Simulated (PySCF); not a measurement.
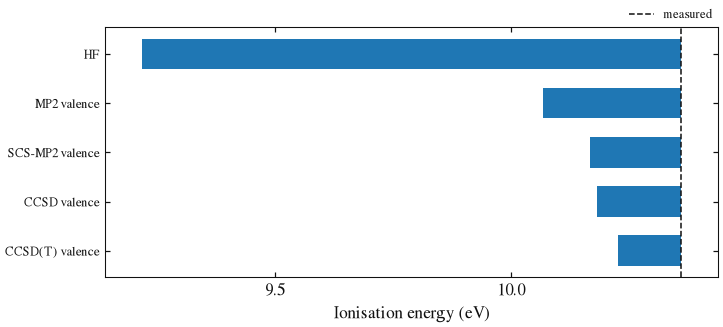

The ionisation energy of an atom or ion with 16 electrons in the configuration [Ne] 3s² 3p⁴ by several methods. PySCF, x2c-QZVPPall, spin-free X2C-1e, unrestricted single determinants, no spin-orbit coupling. Methods marked “valence” freeze 10 core electrons.

Which atom or ion is it?

Neutral sulfur. The values run from 9.22 eV (HF) to 10.23 eV (CCSD(T) valence). The measured value is 10.36 eV; nearest to it come CCSD(T) valence (−0.13) and CCSD valence (−0.18), furthest HF (−1.14 eV). These values lack spin-orbit coupling; with the first-order correction of +0.023 eV added, CCSD(T) valence comes nearest (−0.11).
